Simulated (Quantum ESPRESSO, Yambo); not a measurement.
# Quasiparticle gap of CdTe (F-43m) in Yambo, part 3 of 3

How does a plane-wave GW calculation on CdTe (F-43m) run from the first input to the gap?

Quantum ESPRESSO 7.5 and Yambo 5.3.0; PBE and many-body steps on it, plane waves. Known limits of the many-body steps: not at the basis limit; no spin-orbit coupling; coarse k mesh.

So far. Step 3 (Bands along the symmetry lines): The gap is 0.870 eV, as in the run before at this level. Step 4 (Empty states on the mesh, 4×4×4 mesh, 119 bands): On this mesh the gap is 0.870 eV.

The database entry behind the starting cell differs from later determinations by our own check (an axis about 1.1 % short against later determinations), so it need not match the best structure at ambient conditions.

### Step 6. Screening and self-energy, 4×4×4 mesh, 119 bands, screening to 149.7 eV

Now the one-shot GW correction: screening in the RPA, then the self-energy of the levels asked for.

This step: G0W0 on PBE, plane waves, norm-conserving pseudopotentials.

Input file gw1.in:

```
HF_and_locXC
gw0
dyson
ppa
em1d
rim_cut
RandQpts= 1000000
RandGvec= 1 RL
EXXRLvcs= 94 Ry
VXCRLvcs= 376 Ry
Chimod= "HARTREE"
% BndsRnXp
 1 | 119 |
%
NGsBlkXp= 11 Ry
% LongDrXp
 1 | 1 | 1 |
%
% GbndRnge
 1 | 119 |
%
DysSolver= "n"
ExtendOut
PPAPntXp= 27.21138 eV
% QPkrange
 1 | 8 | 14 | 26 |
%
```

Run with:

```sh
$ OMP_NUM_THREADS=1 mpirun -n 4 yambo -F gw1.in -J gw1 -C gw1 > gw1.log
```

Log:

```text
 Yambo, version 5.3.0

 [02] CORE Variables Setup
 =========================

  [... cell, symmetries and grids as in the set-up ...]

  [02.05] Energies & Occupations
  ==============================

  [X] === General ===
  [X] Electronic Temperature                        :  0.000000  0.000000 [eV K]
  [X] Bosonic    Temperature                        :  0.000000  0.000000 [eV K]
  [X] Finite Temperature mode                       : no
  [X] El. density                                   :  0.66825E+24 [cm-3]
  [X] Fermi Level                                   :  8.767355 [eV]

  [X] === Gaps and Widths ===
  [X] Conduction Band Min                           :  0.870059 [eV]
  [X] Valence Band Max                              :  0.000000 [eV]
  [X] Filled Bands                                  :  22
  [X] Empty Bands                                   :   23  119
  [X] Direct Gap                                    :  0.870059 [eV]
  [X] Direct Gap localized at k                     :  1
  [X] Indirect Gap                                  :  0.870059 [eV]
  [X] Indirect Gap between kpts                     :  1  1
  [X] Last valence band width                       :  2.333765 [eV]
  [X] 1st conduction band width                     :  3.502416 [eV]

 [03] Transferred momenta grid and indexing
 ==========================================

 IBZ Q-points                                      :   8
 BZ  Q-points                                      :   64

 K/Q-points units:
 rlu = crystal or reduced units; cc = cartesian coordinates; iku = interal k-units

 Q [1]          [rlu]:  0.000000  0.000000  0.000000
 Q [2]          [rlu]: -0.91950E-18 -0.91950E-18  0.25000
 Q [3]          [rlu]:  0.18390E-17  0.18390E-17 -0.50000
 Q [4]          [rlu]:  0.93911E-17  0.25000      0.25000
 Q [5]          [rlu]:  0.54592E-16  0.25000      0.50000
 Q [6]          [rlu]:  0.18390E-17  0.25000     -0.25000
 Q [7]          [rlu]: -0.18782E-16 -0.50000     -0.50000
 Q [8]          [rlu]:  0.250000 -0.500000 -0.250000

 [04] Coloumb potential Random Integration (RIM)
 ===============================================

  [04.01] RIM initialization
  ==========================

  * Diagonal components only detected *

  8 x (sBL volume)        :  0.069781 [a.u.]
  sBZ random points       :  1000000
  Points outside the sBZ  :   7999624
  RL volume               :  0.558250 [a.u.]
  Integrated volume       :  0.558276 [a.u.]

  [04.02] RIM integrals
  =====================

  Gamma point sphere radius             :  0.074679 [a.u.]
  Points outside the sphere             :   799635
  [Int_sBZ(q=0) 1/q^2]*(Vol_sBZ)^(-1/3) =:  7.763403
                                 should be <:  7.795600

  Summary of Coulomb integrals for non-metallic bands |Q|[au] RIM/Bare

  Q [1] 0.100000E-4 0.995870 * Q [2] 0.224607 1.063761
  Q [4] 0.259354 1.062979 * Q [6] 0.366782 1.026387
  Q [5] 0.430090 1.018651 * Q [3] 0.449214 1.016906
  Q [7] 0.518708 1.013309 * Q [8] 0.579933 1.010246

 [05] Dipoles
 ============

  [05.01] Setup: observables and procedures
  =========================================

 [06] Dynamic Dielectric Matrix (PPA)
 ====================================

 [WR./gw1//ndb.pp]---------------------------------------------------------------
  Brillouin Zone Q/K grids (IBZ/BZ)                :    8   64    8   64
  RL vectors                                       :   8099 [WF]
  Coulomb cutoff potential                         : none
  Electronic Temperature                           :  0.000000 [K]
  Bosonic    Temperature                           :  0.000000 [K]
  PPA    diel. fun.  energies                      : Perdew, Burke & Ernzerhof(X)+Perdew, Burke & Ernzerhof(C)
  wavefunctions                                    : Perdew, Burke & Ernzerhof(X)+Perdew, Burke & Ernzerhof(C)
  Global Gauge                                     : length
  X matrix size                                    :  307
  X band range                                     :    1  119
  X e/h energy range                               : -1.000000 -1.000000 [eV]
  X Time ordering                                  : R
  X Hxc Kernel                                     : HARTREE
  X Drude frequency                                :  0.000000  0.000000
  X poles                                          :  100.0000 [o/o]
  RL vectors in the sum                            :   8099
  [r,Vnl] included                                 : yes
  Field direction                                  :  0.577350E-5  0.577350E-5  0.577350E-5
  BZ energy Double Grid                            : no
  BZ energy DbGd points                            : 0
  BZ Q point size factor                           : -1.000000
  X Optical Averaged directions                    : none

 [07] Local Exchange-Correlation + Non-Local Fock
 ================================================

 [VXC] Plane waves :   54769
 [EXS] Plane waves :   6879

 QP @ state[ 1 ] K range:   1   8
 QP @ state[ 1 ] b range:  14  26

 [xc] Functional : Perdew, Burke & Ernzerhof(X)+Perdew, Burke & Ernzerhof(C)
 [xc] LIBXC used to calculate xc functional
  PP Number of Atomic Species                      :  2
  NLCC RL compoments                               :   54769
  PP Number of Atomic Species                      :  2
  NLCC RL compoments                               :   54769

 [xc] E_xc :  -35.76984 [Ha]
      E_xc :  -71.53968 [Ry]

  Local XC kind (lXC) : Perdew, Burke & Ernzerhof(X)+Perdew, Burke & Ernzerhof(C)
  Non-Local XC kind (nlXC) : Hartree-Fock

  Corrections @ K [1] :  [eV]
 <14|nlXC|14> = -20.06252 -0.11142E-16 <14|lXC|14> = -13.62755  0.37763E-15
 <15|nlXC|15> = -32.96338  0.57275E-17 <15|lXC|15> = -25.19485 -0.18700E-20
 <16|nlXC|16> = -32.96340 -0.53579E-17 <16|lXC|16> = -25.19485 -0.18879E-15
 <17|nlXC|17> = -32.96346 -0.12308E-16 <17|lXC|17> = -25.19485  0.47207E-16
 <18|nlXC|18> = -33.79168 -0.27547E-16 <18|lXC|18> = -26.01846  0.47204E-16
 <19|nlXC|19> = -33.79168  0.14622E-16 <19|lXC|19> = -26.01846 -0.15578E-32
 <20|nlXC|20> = -16.53369 -0.11526E-16 <20|lXC|20> = -14.60577 -0.18882E-15
 <21|nlXC|21> = -16.53374  0.27018E-17 <21|lXC|21> = -14.60577  0.59261E-20
 <22|nlXC|22> = -16.53375 -0.51159E-17 <22|lXC|22> = -14.60577  0.94409E-16
 <23|nlXC|23> = -8.184635  0.30103E-17 <23|lXC|23> = -12.06425 -0.94421E-16
[...]
Corrections @ K [2] :  [eV]
[...]
Corrections @ K [3] :  [eV]
[...]
Corrections @ K [4] :  [eV]
[...]
Corrections @ K [5] :  [eV]
[...]
[... 2 further k-points ...]
  Corrections @ K [8] :  [eV]
[...]
<22|nlXC|22> = -13.97767  0.75517E-17 <22|lXC|22> = -11.38190 -0.23602E-16
 <23|nlXC|23> = -8.284880 -0.15044E-17 <23|lXC|23> = -13.00196 -0.21391E-16
 <24|nlXC|24> = -6.120369 -0.21083E-17 <24|lXC|24> = -9.909732  0.23587E-16
 <25|nlXC|25> = -5.434256  0.47930E-18 <25|lXC|25> = -10.04327 -0.70812E-16
 <26|nlXC|26> = -5.036437  0.16901E-18 <26|lXC|26> = -9.208989 -0.11797E-16

  [07.01] Hartree-Fock occupations report
  =======================================

  [Hartree-Fock] === General ===
  [Hartree-Fock] Electronic Temperature             :  0.000000  0.000000 [eV K]
  [Hartree-Fock] Bosonic    Temperature             :  0.000000  0.000000 [eV K]
  [Hartree-Fock] Finite Temperature mode            : no
  [Hartree-Fock] El. density                        :  0.66825E+24 [cm-3]
  [Hartree-Fock] Fermi Level                        :  8.767355 [eV]

  [Hartree-Fock] === Gaps and Widths ===
  [Hartree-Fock] Conduction Band Min                :  4.749676 [eV]
  [Hartree-Fock] Valence Band Max                   : -1.927985 [eV]
  [Hartree-Fock] Filled Bands                       :  22
  [Hartree-Fock] Empty Bands                        :   23  119
  [Hartree-Fock] Direct Gap                         :  6.677661 [eV]
  [Hartree-Fock] Direct Gap localized at k          :  1
  [Hartree-Fock] Indirect Gap                       :  6.677661 [eV]
  [Hartree-Fock] Indirect Gap between kpts          :  1  1
  [Hartree-Fock] Last valence band width            :  3.001548 [eV]
  [Hartree-Fock] 1st conduction band width          :  4.339878 [eV]

 [08] Dyson equation: Newton solver
 ==================================

  [08.01] G0W0 (W PPA)
  ====================

  [  GW  ] Bands range     :    1  119
  [GW/PPA] G damping       :  0.100000 [eV]

  QP @ state[ 1 ] K range:   1   8
  QP @ state[ 1 ] b range:  14  26

   Sc/G bands                                       :    1  119
   Sc/G damping                                     :  0.100000 ev
   Sc bands terminator                              : no
   Sx RL components                                 :   6879

   QP @ state[ 1 ] K range                          :   1   8
   QP @ state[ 1 ] b range                          :  14  26
   GF energies kind                                 : Perdew, Burke & Ernzerhof(X)+Perdew, Burke & Ernzerhof(C)
   GF WF`s kind                                     : Perdew, Burke & Ernzerhof(X)+Perdew, Burke & Ernzerhof(C)
   Xs energies kind                                 : Perdew, Burke & Ernzerhof(X)+Perdew, Burke & Ernzerhof(C)
   Xs WF`s kind                                     : Perdew, Burke & Ernzerhof(X)+Perdew, Burke & Ernzerhof(C)

 [11] Game Over & Game summary
```

It took 19 min on 4 MPI ranks of Arm Neoverse V1, shared host; peak memory 2.7 GiB.

This step gave:

```
G0W0 gap on the mesh                         : 1.652 eV
starting gap on the mesh                     : 0.8701 eV
k of the valence top                         : 0, 0, 0
k of the conduction bottom                   : 0, 0, 0
least direct G0W0 gap on the computed points : 1.652 eV
Z at the valence top                         : 0.8022
Z at the conduction bottom                   : 0.8137
```

The gap on the mesh goes from 0.87 eV to 1.65 eV, a correction of +0.78 eV.

Limits: finite bands, cutoff and mesh; no spin-orbit coupling; coarse k mesh. v1 is the top filled band, c1 the lowest empty one. The levels before and after the correction (eV, zero at the valence-band top of each column):

|  | conduction bottom | valence top |
| --- | --- | --- |
| Kohn-Sham | 0.87 | 0.00 |
| G0W0 | 1.65 | 0.00 |

|  | level | energy (eV) |
| --- | --- | --- |
| Kohn-Sham | Γ v4 | -8.113 |
| Kohn-Sham | Γ v3-v1 | 0.000 |
| Kohn-Sham | Γ c1 | 0.870 |
| Kohn-Sham | Γ c2-c4 | 4.597 |
| G0W0 | Γ v4 | -8.719 |
| G0W0 | Γ v3-v1 | 0.000 |
| G0W0 | Γ c1 | 1.652 |
| G0W0 | Γ c2-c4 | 5.270 |

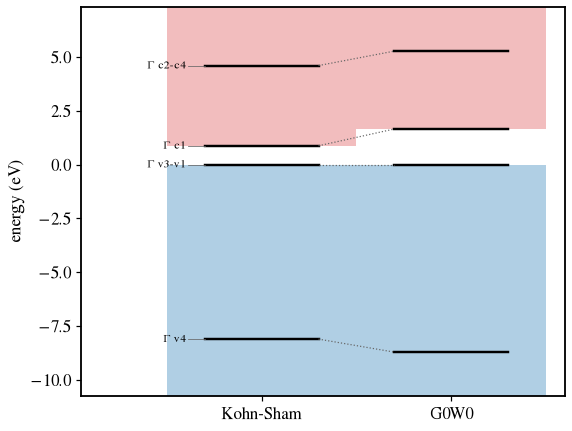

Levels before and after the correction. Shaded: valence and conduction bands.

### Step 7. Where the time went

Times are wall times on the hardware named with each run, good to a factor of about two.

| step | time | share | memory (GiB) |
| --- | --- | --- | --- |
| ground state | 18 s | 1 % | 0.39 |
| bands along the symmetry lines | 13 s | 1 % | 0.31 |
| empty states on the mesh | 22 s | 2 % | 0.51 |
| conversion and set-up | 3.5 s | 0 % | 0.26 |
| screening and self-energy | 19 min | 95 % | 2.7 |

### Step 8. Outcome

| Item | Value |
| --- | --- |
| PBE gap | 0.87 eV, direct |
| G0W0 gap on the mesh | 1.65 eV |
| GW settings | 4×4×4 mesh, 119 bands, screening to 149.7 eV, Godby-Needs plasmon pole |
| known limits | not at the basis limit; no spin-orbit coupling; coarse k mesh |

What this shows: G0W0 moves the gap on the mesh from 0.87 eV to 1.65 eV (+0.78 eV), with Z of 0.80 and 0.81 at the edges. The dearest step here is «screening and self-energy». Bands and cutoff are finite, so the gap is not at the basis limit. The miss can reach some tenths of an eV and take either sign; the mesh is an error of its own. The 4×4×4 mesh is coarse for this cell, which bears on the long-range parts of exchange and screening. The many-body steps are scalar-relativistic: spin-orbit coupling is not in them.

[Paths, hosts, dates, memory and timing lines, banners, echoed tables and standing remarks are left out of the program output.]

[Logs are printed without paths, hosts, clocks, repeated set-up lines and the standing remarks that a program may print on its own settings, such as how far it seeks lower states.]

[Runs of the session that timed out or met a known fault of the program may be left out.]

[Hosts, paths, dates, database ids (printed as entryN), source tags and the programs' standing remarks are cut or masked in the printed files.]
